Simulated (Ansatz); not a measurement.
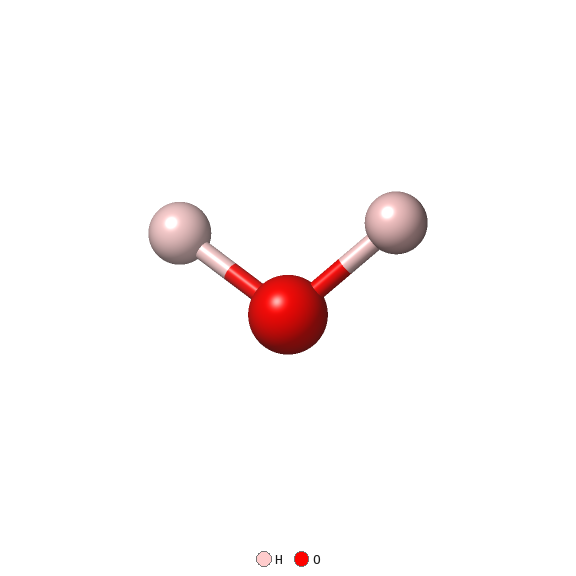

Ball-and-stick drawing of a structure.

Computed geometry: PBE0-D4/def2-TZVP optimisation.

Give the formula.

H₂O, 3 atoms: 2 hydrogen and 1 oxygen.

Give the symmetry (Schoenflies symbol).

C2v.

Count the bonded pairs by element.

2 O–H. Sticks follow a distance rule.

More results for the same structure follow; atom numbers are the same in all pictures, views and colours differ.

Shape

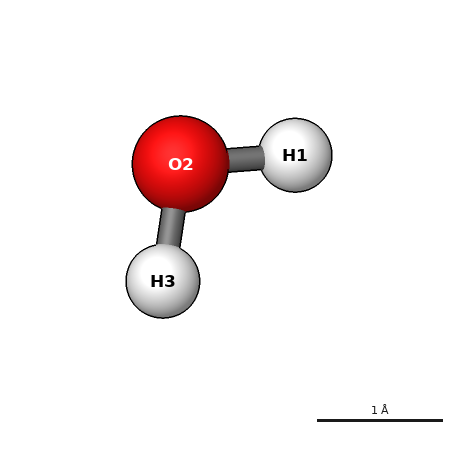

Numbered structure.

What is the geometry at O2?

O2 has 2 neighbours (H1 at 0.96, H3 at 0.96 Å); the arrangement is bent.

Dipole moment

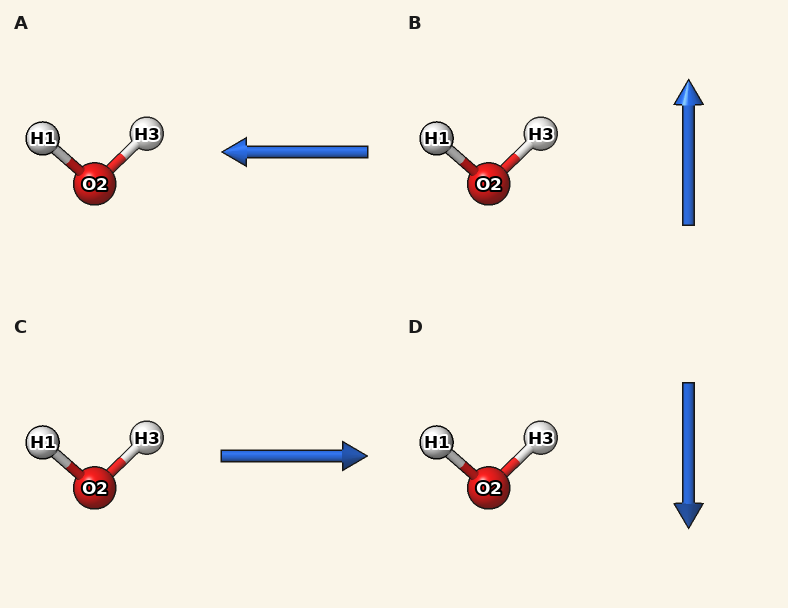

The same molecule four times, each with an arrow. Level of theory: RKS PBE0-D4/def2-TZVP (Ansatz 0.2.0).

Which arrow points along the dipole moment, from the negative to the positive end?

B. The dipole moment is 2.07 D; it points from the side of O2 to the side of H1, H3 (the outermost atoms at the two ends).

Vibrations

Harmonic vibrations computed with RKS PBE0-D4/def2-TZVP (Ansatz 0.2.0) at a stationary point of the same level.

List the wavenumbers.

3 modes: 1623, 3852, 3959 cm⁻¹.

Charges

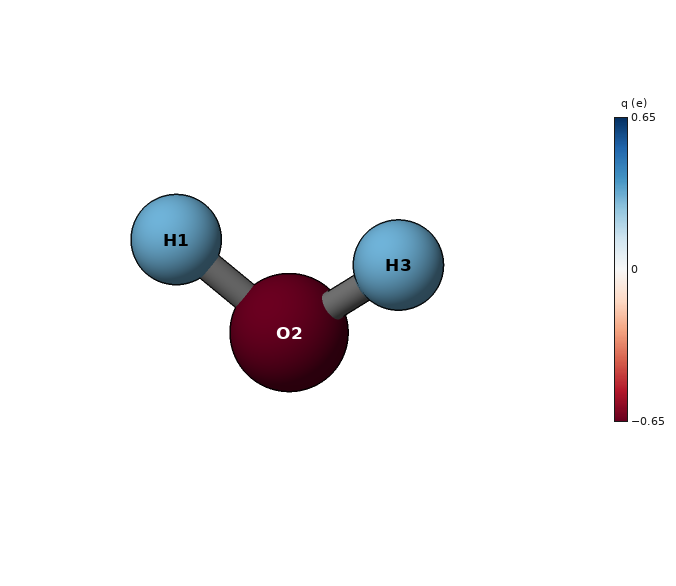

Atoms are coloured by their Mulliken charges. Method: RKS PBE0-D4/def2-TZVP (Ansatz 0.2.0).

List the Mulliken charges.

```json
{"atom": "H1", "value (e)": "0.32"}
{"atom": "O2", "value (e)": "−0.65"}
{"atom": "H3", "value (e)": "0.32"}
```

Mulliken values depend strongly on the basis set and can even reverse the polarity of a bond.
